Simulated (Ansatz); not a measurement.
**H₃O (doublet): one geometry, many settings at distance H1–H2 along a hydrogen transfer = 0.900 Å**

Aim: run H₃O (doublet) at one geometry under a spread of methods and options, and see what each costs and gives.

Method: the settings change from run to run; program: Ansatz 0.2.0, Gaussian basis.

8 further runs of the same task are left out: 6 that didn't finish, 2 set aside as unsound or not needed.

## Step 1: The geometry

The geometry derives from fragments relaxed apart (PBE0/def2-TZVP) and kept rigid, so it is no stationary point. A hydrogen atom is moved between rigid fragments.

4 atoms, charge 0, spin multiplicity 2.

Atoms are counted from 1 here; the program's logs count them from 0.

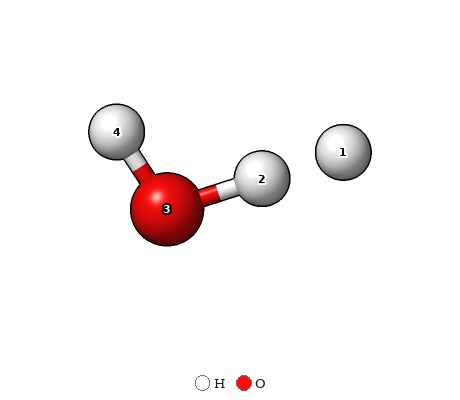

The structure; hydrogen white, oxygen red; atoms are numbered from 1 in the order of the file.

As a file:

```xyz
4

H    -1.8062    0.0498    0.0000
H    -0.9062    0.0498    0.0000
O     0.1458    0.0498    0.0000
H     0.3977   -0.8901    0.0000
```

## Step 2: HF/6-31++G**

Contents of in.yaml:

```yaml
crystal:
  periodic: [false, false, false]
  atoms:
    - {symbol: H, position_ang: [-1.806179, 0.049803, 0.000000]}
    - {symbol: H, position_ang: [-0.906179, 0.049803, 0.000000]}
    - {symbol: O, position_ang: [0.145821, 0.049803, 0.000000]}
    - {symbol: H, position_ang: [0.397680, -0.890147, 0.000000]}
basis:
  gaussian: {orbitals: "6-31++G**", fitting: {mean_field: def2-universal-jkfit}, point_charges: [{charge: -0.50, position_ang: [3.957, -0.188, -0.472]}]}
magnetization: {spin_polarized: true, initial_magnetization: 1}
hamiltonian: {xc: hf}
output: {forces: true, orbitals: {seedname: orbitals}}
```

Command:

```
$ ansatz run in.yaml --threads 1 --pin off --events-out ev --progress --plain --max-ram 2393MiB
```

The log of the run:

```text
Functional definition: HF
  name "HF"
  cite "Fock, Z. Phys. 61, 126 (1930) doi:10.1007/BF01340294"
  parent pbe
  exchange = exact_x
  correlation = 0
131 factors; integrals over basis functions are off by at most 3.1e-1 eV
mean field evaluation 1: about -2079.0936 eV, gradient 2.2e1 eV
mean field evaluation 2: about -2080.4437 eV, gradient 1.4e1 eV
mean field evaluation 4: about -2081.2185 eV, gradient 5.6e-1 eV
mean field evaluation 8: about -2077.9826 eV, gradient 1.5e1 eV
mean field -2081.22259243 eV, -76.4835195683 hartree, gradient 1.4e-5 eV, S^2 0.776436; 0 other end points of the search recorded, 0 dependent functions left out
the calculation of the forces begins
reference -2081.22259243 eV, -76.4835195683 hartree; 6, 5 occupied and 31, 32 virtual orbitals, 131 factors
Total energy: -2081.22259243 eV, -76.4835195683 hartree
Atom 0 at    -1.806179     0.049803     0.000000 Å, force    -2.335289    -0.087712     0.000850 eV/Å
Atom 1 at    -0.906179     0.049803     0.000000 Å, force     1.939686     0.011523    -0.001319 eV/Å
Atom 2 at     0.145821     0.049803     0.000000 Å, force     0.657678    -1.173035     0.030884 eV/Å
Atom 3 at     0.397680    -0.890147     0.000000 Å, force    -0.274213     1.310713    -0.031034 eV/Å
Dipole moment:    -0.125458    -0.380677    -0.003215 e Å
```

Run time: 0.09 s. Hardware: 1 thread of AMD EPYC 9R45, shared host.

From the report: ⟨S²⟩ of the determinant 0.776 (pure doublet: 0.75).

## Step 3: MRCISD+Q(relaxed)(3,6)/6-31G

Contents of in.yaml:

```yaml
crystal:
  periodic: [false, false, false]
  atoms:
    - {symbol: H, position_ang: [-1.806179, 0.049803, 0.000000]}
    - {symbol: H, position_ang: [-0.906179, 0.049803, 0.000000]}
    - {symbol: O, position_ang: [0.145821, 0.049803, 0.000000]}
    - {symbol: H, position_ang: [0.397680, -0.890147, 0.000000]}
basis:
  gaussian: {orbitals: 6-31G}
magnetization: {spin_polarized: false, initial_magnetization: 1}
correlation: {method: fic_mrcisd_q_relaxed, electrons: valence, active_space: {window: {electrons: 3, orbitals: 6}, states: [{multiplicity: 2, weights: [1, 1, 0.5]}], root: 1}}
```

The command is unchanged.

The log of the run, cut to the lines that bear on the results:

```text
Functional definition: HF
  name "HF"
  cite "Fock, Z. Phys. 61, 126 (1930) doi:10.1007/BF01340294"
  parent pbe
[...]
269 factors; integrals over basis functions are off by at most 3.0e-8 eV
[...]
mean field -2079.85662834 eV, -76.4333213141 hartree, gradient 1.2e-6 eV, S^2 0.750000; 4 other end points of the search recorded, 0 dependent functions left out
reference -2079.85662834 eV, -76.4333213141 hartree; 6, 5 occupied and 9, 10 virtual orbitals, 269 factors
state -2080.09956607 eV, -76.4422491109 hartree
state -2078.19751614 eV, -76.3723500651 hartree
state -2071.04347303 eV, -76.1094438300 hartree
contracted CI cycle   1: correlation -0.00000000 eV, -0.0000000000 hartree, residual 1.78e1 eV
contracted CI cycle   2: correlation -3.43597866 eV, -0.1262698867 hartree, residual 3.89e0 eV
contracted CI cycle   3: correlation -3.66003351 eV, -0.1345037506 hartree, residual 1.40e0 eV
[...]
contracted CI cycle   6: correlation -3.57479850 eV, -0.1313714217 hartree, residual 3.55e-1 eV
contracted CI cycle   7: correlation -3.57629049 eV, -0.1314262513 hartree, residual 1.18e-1 eV
contracted CI cycle   8: correlation -3.57650186 eV, -0.1314340192 hartree, residual 4.90e-2 eV
contracted CI cycle   9: correlation -3.57653888 eV, -0.1314353795 hartree, residual 1.99e-2 eV
contracted CI cycle  10: correlation -3.57654541 eV, -0.1314356196 hartree, residual 8.31e-3 eV
contracted CI cycle  11: correlation -3.57654446 eV, -0.1314355848 hartree, residual 1.85e-2 eV
contracted CI cycle  12: correlation -3.57654631 eV, -0.1314356528 hartree, residual 7.21e-3 eV
contracted CI cycle  13: correlation -3.57654673 eV, -0.1314356681 hartree, residual 1.64e-3 eV
contracted CI cycle  14: correlation -3.57654678 eV, -0.1314356699 hartree, residual 6.86e-4 eV
state -2071.04347303 eV, -76.1094438300 hartree; corrected -2074.83566859 eV, -76.2488044465 hartree
Total energy: -2081.19827582 eV, -76.4826259494 hartree
```

Wall time 1.3 s (1 thread of AMD EPYC 9R45, shared host).

From the report: 44 determinants; active occupations (of the averaged states) 1.39, 1.38, 0.20, 0.02, 0.01, 0.00.

## Step 4: HF/def2-SVP

Contents of in.yaml:

```yaml
crystal:
  periodic: [false, false, false]
  atoms:
    - {symbol: H, position_ang: [-1.806179, 0.049803, 0.000000]}
    - {symbol: H, position_ang: [-0.906179, 0.049803, 0.000000]}
    - {symbol: O, position_ang: [0.145821, 0.049803, 0.000000]}
    - {symbol: H, position_ang: [0.397680, -0.890147, 0.000000]}
basis:
  gaussian: {orbitals: def2-SVP}
magnetization: {spin_polarized: false, initial_magnetization: 1}
hamiltonian: {xc: hf}
output: {orbitals: {seedname: orbitals}}
```

Launched as before.

The log of the run:

```text
Functional definition: HF
  name "HF"
  cite "Fock, Z. Phys. 61, 126 (1930) doi:10.1007/BF01340294"
  parent pbe
  exchange = exact_x
  correlation = 0
284 factors; integrals over basis functions are off by at most 1.4e-3 eV
mean field evaluation 1: about -2077.3839 eV, gradient 2.7e1 eV
mean field evaluation 2: about -2077.3844 eV, gradient 2.7e1 eV
mean field evaluation 4: about -2079.0969 eV, gradient 2.2e0 eV
mean field evaluation 8: about -2079.1475 eV, gradient 1.5e-1 eV
mean field evaluation 16: about -2077.0170 eV, gradient 4.8e-1 eV
mean field -2079.14784443 eV, -76.4072739859 hartree, gradient 7.1e-6 eV, S^2 0.750000; 0 other end points of the search recorded, 0 dependent functions left out
reference -2079.14784443 eV, -76.4072739859 hartree; 6, 5 occupied and 23, 24 virtual orbitals, 284 factors
Total energy: -2079.14784443 eV, -76.4072739859 hartree
```

Wall time 0.09 s (1 thread of AMD EPYC 9R45, shared host).

## Step 5: CCSDT(Q)/B on UHF/6-31G

Edit in.yaml of step 4 so:

```diff
@@ -8,5 +8,5 @@
 basis:
-  gaussian: {orbitals: def2-SVP}
-magnetization: {spin_polarized: false, initial_magnetization: 1}
-hamiltonian: {xc: hf}
-output: {orbitals: {seedname: orbitals}}
+  gaussian: {orbitals: 6-31G}
+magnetization: {spin_polarized: true, initial_magnetization: 1}
+correlation: {method: ccsdt_q_b, electrons: outside_noble_gas, diis_vectors: 4}
+output: {forces: true}
```

The command is unchanged.

The log of the run, cut to the lines that bear on the results:

```text
Functional definition: HF
  name "HF"
  cite "Fock, Z. Phys. 61, 126 (1930) doi:10.1007/BF01340294"
  parent pbe
[...]
269 factors; integrals over basis functions are off by at most 3.0e-8 eV
[...]
mean field -2080.09898635 eV, -76.4422278066 hartree, gradient 2.1e-6 eV, S^2 0.775760; 4 other end points of the search recorded, 0 dependent functions left out
determinant -2080.09898635 eV, -76.4422278066 hartree, with singles and doubles -2083.95472284 eV, -76.5839235091 hartree
determinant -2077.88272611 eV, -76.3607817450 hartree, with singles and doubles -2081.15479834 eV, -76.4810281816 hartree
1 core orbitals not correlated: weight in the atoms' cores, before any rotation towards them, 1.000 or more for the frozen orbitals, at most 0.000 for the correlated occupied ones
reference -2080.09898635 eV, -76.4422278066 hartree; 5, 4 occupied and 9, 10 virtual orbitals, 269 factors
second order -3.56703296 eV of doubles, -0.00000000 eV of singles
cycle   1  -3.66604368 eV  change   -9.9e-2 eV  update   4.9e-2
[...]
cycle  15  -3.89807228 eV  change    1.0e-7 eV  update   1.1e-6
perturbative correction -0.01320862 eV, -0.0004854080 hartree
[...]
Total energy: -2084.01026725 eV, -76.5859647285 hartree
Atom 0 at    -1.806179     0.049803     0.000000 Å, force    -2.470103    -0.123526     0.000000 eV/Å
Atom 1 at    -0.906179     0.049803     0.000000 Å, force     0.923742     0.350297     0.000000 eV/Å
Atom 2 at     0.145821     0.049803     0.000000 Å, force     1.239046     0.414340     0.000000 eV/Å
Atom 3 at     0.397680    -0.890147     0.000000 Å, force     0.307314    -0.641112    -0.000000 eV/Å
Dipole moment:    -0.199189    -0.405886    -0.000000 e Å
```

Run time: 6 s. Hardware: 1 thread of AMD EPYC 9R45, shared host.

From the report: ⟨S²⟩ of the determinant 0.776 (pure doublet: 0.75); correlation -3.9113 eV; T1 0.013; largest double amplitude 0.05.

## Step 6: The runs in one table

Where basis and cores are those of an earlier FCI/6-31G run (-2084.0099 eV), and the state is the same kind, the miss against it is given.

```tsv
level	correlated	functions	energy (eV)	from FCI (meV)	time
HF/6-31++G** (beside a point charge)		37	-2081.2226		0.09 s
MRCISD+Q(relaxed)(3,6)/6-31G (excited root 1 of an average)	valence	15	-2081.1983		1.3 s
HF/def2-SVP		29	-2079.1478		0.09 s
CCSDT(Q)/B on UHF/6-31G	outside noble gas	15	-2084.0103	-0.3	6 s
```

## Step 7: What came out

| quantity | value |
| --- | --- |
| runs | 4 |
| quickest | HF/6-31++G** (beside a point charge), 0.09 s |
| slowest | CCSDT(Q)/B on UHF/6-31G, 6 s |

In words: Total energies in different bases, with other cores or another treatment of relativity can't be set against each other. CCSDT(Q)/B on UHF/6-31G took 67 times as long as HF/6-31++G** (beside a point charge); the jobs differ in more than the method.
